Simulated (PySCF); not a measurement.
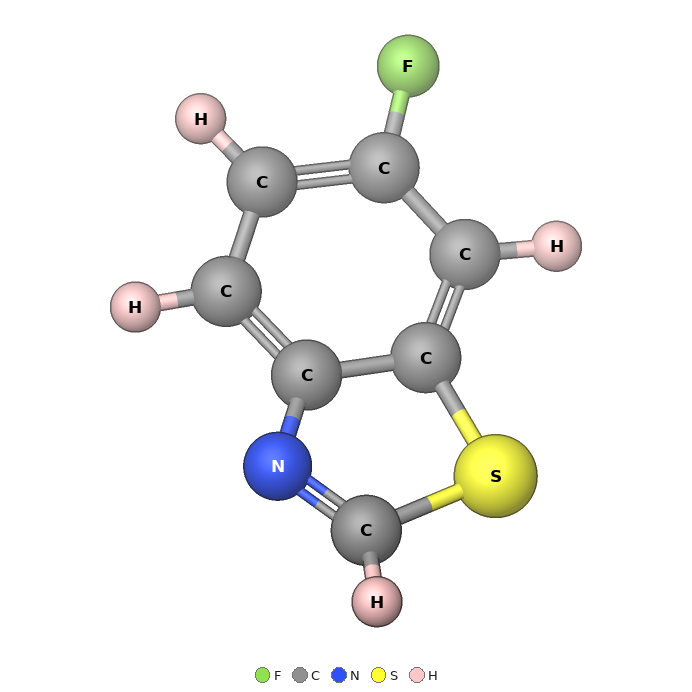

Orthographic view. Depth is shown by fading: the farther an atom, the more it takes the colour of the background. Geometry: a frame of a GFN2-xTB molecular-dynamics simulation, not a minimum.

Q: Give the standard InChI.

A: InChI=1S/C7H4FNS/c8-5-1-2-6-7(3-5)10-4-9-6/h1-4H
